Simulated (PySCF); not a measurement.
Vertical excitations of a molecule C2H6BFO from TDA-PBE/def2-SVPD (PySCF), as energy in eV (oscillator strength): 7.27 (0.003), 7.71 (0.069), 7.80 (0.014), 8.02 (0.063), 8.16 (0.039), 8.49 (0.012), 8.58 (0.018), 8.62 (0.011), 8.64 (0.010), 8.80 (0.035). Lowest triplet (TDA): 6.67 eV. The structure is a stationary point at B3LYP-D3(BJ)/def2-SVP. Other conformers were not sampled.

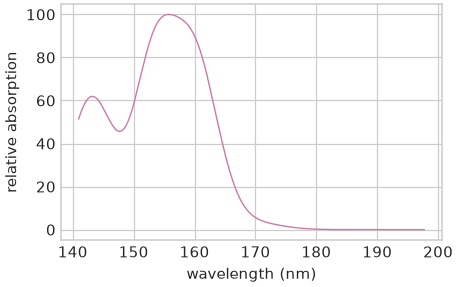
Figure: The lines broadened by 0.4 eV.

**Question.** Identify the compound among the candidates.
A) COB(C)F
B) CB(O)CF
C) CB(F)CO
D) CCOBF

**Answer.** D, CCOBF
